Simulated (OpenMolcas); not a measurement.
CO2: excited-state calculation (part 1 of 3)

CO2, computed with CASPT2/def2-SVP (OpenMolcas 26.06).

The geometry comes from this level: GFN2-xTB.

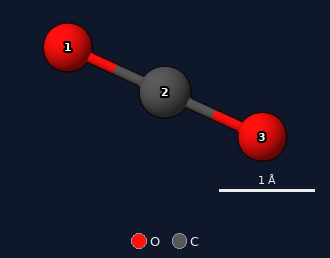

*The structure as given in the input (ball-and-stick view, seen at an oblique angle; atoms are numbered from 1 in the order of the input).*

Input file:
```
&GATEWAY
 Coord
 3
 bohr
 O      0.69422869    -2.03994045     0.16480302
 C      0.00032125     0.00017008     0.00018897
 O     -0.69454994     2.03977038    -0.16497309
 Basis=def2-SVP
 Group=NoSym
 RICD

&SEWARD

&RASSCF
 FileOrb=$CurrDir/step2.RasOrb
 Spin=1
 Nactel=4 0 0
 Inactive=9
 Ras2=5
 CIRoot=3 3 1
 OrbListing=Nothing
 OrbAppear=Compact

&CASPT2
 Multistate=all
 Imaginary=0.3

&RASSI
 NrOfJobIphs=1 all
 IphNames
 JOBMIX
 EJob
```

Launch command:
```bash
export MOLCAS_MEM=1860
pymolcas step11.input > step11.log
```

The program's output:
```
--- Start Module: gateway ---

                                              &GATEWAY

                       available to each process: 1.9 GB of memory, 1 thread

++    Symmetry information:
      ---------------------

                    Character Table for C1

                             E
                    a        1  x, y, xy, Rz, z, xz, Ry, yz, Rx, I
--

++    Basis set information:
      ----------------------

      Basis set label: O.DEF2-SVP.........

      Electronic valence basis set:
      ------------------
      Associated Effective Charge   8.000000 au
      Associated Actual Charge      8.000000 au
      Nuclear Model: Point charge

      Shell  nPrim  nBasis  Cartesian Spherical Contaminant
         s       7       3        X
         p       4       2        X
         d       1       1                 X

      Basis set label: C.DEF2-SVP.........

      Electronic valence basis set:
      ------------------
      Associated Effective Charge   6.000000 au
      Associated Actual Charge      6.000000 au
      Nuclear Model: Point charge

      Shell  nPrim  nBasis  Cartesian Spherical Contaminant
         s       7       3        X
         p       4       2        X
         d       1       1                 X

      Basis set label: O.DEF2-SVP.........

      Electronic valence basis set:
      ------------------
      Associated Effective Charge   8.000000 au
      Associated Actual Charge      8.000000 au
      Nuclear Model: Point charge

      Shell  nPrim  nBasis  Cartesian Spherical Contaminant
         s       7       3        X
         p       4       2        X
         d       1       1                 X
--

++    Molecular structure info:
      -------------------------

                    ************************************************
                    **** Cartesian Coordinates / bohr, angstrom ****
                    ************************************************

     Center  Label                x              y              z                     x              y              z
        1      O1               0.694229      -2.039940       0.164803              0.367370      -1.079490       0.087210
        2      C2               0.000321       0.000170       0.000189              0.000170       0.000090       0.000100
        3      O3              -0.694550       2.039770      -0.164973             -0.367540       1.079400      -0.087300

                    ***************************************
                    *    InterNuclear Distances / bohr    *
                    ***************************************

               1 O1            2 C2            3 O3
    1 O1       0.000000
    2 C2       2.161170        0.000000
    3 O3       4.322210        2.161040        0.000000

                    *******************************************
                    *    InterNuclear Distances / angstrom    *
                    *******************************************

               1 O1            2 C2            3 O3
    1 O1       0.000000
    2 C2       1.143642        0.000000
    3 O3       2.287215        1.143573        0.000000

                    **************************************
                    *    Valence Bond Angles / degree    *
                    **************************************
                          Atom centers                 Phi
                      1 O1       2 C2       3 O3       179.97
--

            Nuclear Potential Energy             59.22895828 au

--- Stop Module: gateway /rc=_RC_ALL_IS_WELL_ ---

--- Start Module: seward ---

                                              &SEWARD

                       available to each process: 1.9 GB of memory, 1 thread

               SEWARD will generate:
                  Multipole Moment integrals up to order  2
                  Kinetic Energy integrals
                  Nuclear Attraction integrals (point charge)
                  One-Electron Hamiltonian integrals
                  Velocity integrals
                  Orbital angular momentum around ( -0.0000  -0.0000  -0.0000 )
                  Velocity quadrupole around ( -0.0000  -0.0000  -0.0000 )
                  RI decomposed two-electron repulsion integrals stored Cholesky style
                   - acCD auxiliary basis
                   - CD Threshold:   1.00E-04

                   Integrals are discarded if absolute value <: 1.00E-14
                   Integral cutoff threshold is set to       <: 1.00E-16

            Nuclear Potential Energy             59.22895828 au

      Basis set specifications :
      Symmetry species         a
      Basis functions           42

--- Stop Module: seward /rc=_RC_ALL_IS_WELL_ ---

--- Start Module: rasscf ---

                                              &RASSCF

                       available to each process: 1.9 GB of memory, 1 thread

      Header of the ONEINT file:
      --------------------------

      OrdInt status: non-squared

      Cartesian coordinates in angstrom:
      -----------------------------------------------------
      No.  Label        X            Y            Z
      -----------------------------------------------------
       1   O1         0.36737000  -1.07949000   0.08721000
       2   C2         0.00017000   0.00009000   0.00010000
       3   O3        -0.36754000   1.07940000  -0.08730000
      -----------------------------------------------------
      Nuclear repulsion energy =   59.22895828

++    Wave function specifications:
      -----------------------------

      Number of closed shell electrons          18
      Number of electrons in active shells       4
      Max number of holes in RAS1 space          0
      Max nr of electrons in RAS3 space          0
      Number of inactive orbitals                9
      Number of active orbitals                  5
      Number of secondary orbitals              28
      Spin quantum number                      0.0
      State symmetry                             1
--

++    Orbital specifications:
      -----------------------

      Symmetry species                           1
                                                 a
      Frozen orbitals                            0
      Inactive orbitals                          9
      Active orbitals                            5
      RAS1 orbitals                              0
      RAS2 orbitals                              5
      RAS3 orbitals                              0
      Secondary orbitals                        28
      Deleted orbitals                           0
      Number of basis functions                 42
--

++    CI expansion specifications:
      ----------------------------

      Number of CSFs                            50
      Number of spin combinations               55
      Number of determinants                   100
      Number of root(s) required                 3
      Root chosen for geometry opt.              3
      CI roots used                              1     2     3
      weights                                0.333 0.333 0.333
      highest root included in the CI            3
      max. size of the explicit Hamiltonian     50
--

++    Optimization specifications:
      ----------------------------

      RASSCF algorithm: LK RI/DF
      Maximum number of macro iterations       200
      Maximum number of SX iterations          100
      Threshold for RASSCF energy            1.000E-08
      Threshold for max MO rotation          1.000E-01
      Threshold for max BLB element          1.000E-04
      Level shift parameter                  5.000E-01
      Make Quasi-Newton update
--

      The MO-coefficients are taken from the file:
      step2.RasOrb
      Title: RASSCF average (pseudo-natural) orbitals

      Total molecular charge    0.00

      ************************************************************************************************************************
      *                                            Wave function control section                                             *
      ************************************************************************************************************************

                                         RASSCF iterations: Energy and convergence statistics
                                         ----------------------------------------------------

          iter iter root      energy       change     param      element    value   shift minimum  type update hh:mm:ss
 Nr of preliminary CI iterations:   1
        1   1    3    0  -187.27837601    0.00E+00   1.78E-05    8  14 1 -3.64E-06   0.22   0.00    SX    NO    0:00:00
        2   1    3    0  -187.27837601   -1.33E-10   1.26E-05    8  14 1 -1.68E-06   0.22   0.00    SX    NO    0:00:00
        3   1    3    0  -187.27837601   -5.05E-11   9.10E-06    8  14 1 -1.05E-06   0.22   0.00    SX    NO    0:00:00
        4   1    3    0  -187.27837601   -2.37E-11  -6.64E-06    6  10 1 -5.77E-07   0.22   0.00    SX    NO    0:00:00
      Convergence after  4 iterations
        5   1    3    0  -187.27837601   -1.19E-11  -6.64E-06    6  10 1 -4.58E-07   0.22   0.00    SX    NO    0:00:00

      ************************************************************************************************************************
                                                      Wave function printout:
                       occupation of active orbitals, and spin coupling of open shells (u,d: Spin up or down)
      ************************************************************************************************************************

      Note: transformation to natural orbitals
      has been made, which may change the order of the CSFs.

      printout of CI-coefficients larger than  0.05 for root  1
      energy=    -187.538743
      conf/sym  11111     Coeff  Weight
             1  22000  -0.96162 0.92472
             3  2u0d0   0.15220 0.02317
             7  u200d  -0.14076 0.01981
            10  20020   0.08758 0.00767
            18  ud0ud  -0.07525 0.00566
            25  02002   0.08005 0.00641
            28  uu0dd  -0.08798 0.00774

      printout of CI-coefficients larger than  0.05 for root  2
      energy=    -187.155144
      conf/sym  11111     Coeff  Weight
             4  2u00d  -0.97617 0.95291
             6  u20d0  -0.17222 0.02966
            12  200ud  -0.07856 0.00617
            19  ud002   0.07109 0.00505

      printout of CI-coefficients larger than  0.05 for root  3
      energy=    -187.141241
      conf/sym  11111     Coeff  Weight
             3  2u0d0  -0.67612 0.45714
             7  u200d  -0.72316 0.52297
            10  20020  -0.08112 0.00658
            25  02002   0.09857 0.00972

      Natural orbitals and occupation numbers for root  1
      sym 1:   1.958657   1.960196   0.001218   0.039752   0.040176

      Natural orbitals and occupation numbers for root  2
      sym 1:   1.961802   1.027009   0.006883   0.032877   0.971429

      Natural orbitals and occupation numbers for root  3
      sym 1:   1.460382   1.533146   0.003785   0.466686   0.536001

      ************************************************************************************************************************
      *                                                    Final results                                                     *
      ************************************************************************************************************************

++    Final optimization conditions:
      ------------------------------

      Average CI energy                            -187.27837601
      RASSCF energy for state  3                   -187.14124109
      Super-CI energy                                -0.00000000
      RASSCF energy change                           -0.00000000
      Max change in MO coefficients              -1.430E-05
      Max non-diagonal density matrix element    -6.645E-06
      Maximum BLB matrix element                 -4.578E-07
      (orbital pair   6,  10 in symmetry   1)
      Norm of electronic gradient            6.113E-02
--

      Final state energy(ies):
      ------------------------

::    RASSCF root number  1 Total energy:   -187.53874291
::    RASSCF root number  2 Total energy:   -187.15514402
::    RASSCF root number  3 Total energy:   -187.14124109
      Von Neumann Entropy (Root   1) =  0.29004

      Mulliken population analysis for root number:  1
      -----------------------------------------------

++    Molecular charges:
      ------------------

      Mulliken charges per centre
      ---------------------------

                O1      C2      O3
      Total    8.2143  5.4712  8.3145

      N-E     -0.2143  0.5288 -0.3145

      Total electronic charge=   22.000000

      Total            charge=   -0.000000
--

      Expectation values of various properties for root number:  1
      -----------------------------------------------------------

++    Molecular properties:
      ---------------------
```
